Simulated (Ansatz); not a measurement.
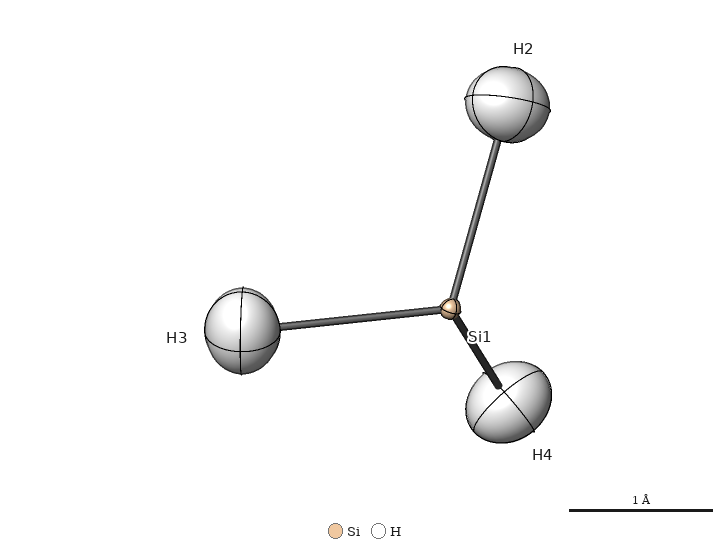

Displacement ellipsoids at the 50 % level, enlarged 2 times, from the internal vibrations of the free molecule (harmonic, no overall translation or rotation; no half-axis is drawn under 0.075 Å). Charge 0, doublet. Vibrations computed with UKS PBE0-D4/def2-TZVP (Ansatz 0.2.0). Temperature: 0 K (zero-point motion alone).

List U_eq and the three principal root-mean-square amplitudes for each kind of atom.

```json
{"atom": "Si1", "U_eq (Å²)": "0.00005", "rms amplitudes (Å)": "0.006, 0.006, 0.009"}
{"atom": "H2, H3, H4", "U_eq (Å²)": "0.0085", "rms amplitudes (Å)": "0.085, 0.088, 0.103"}
```
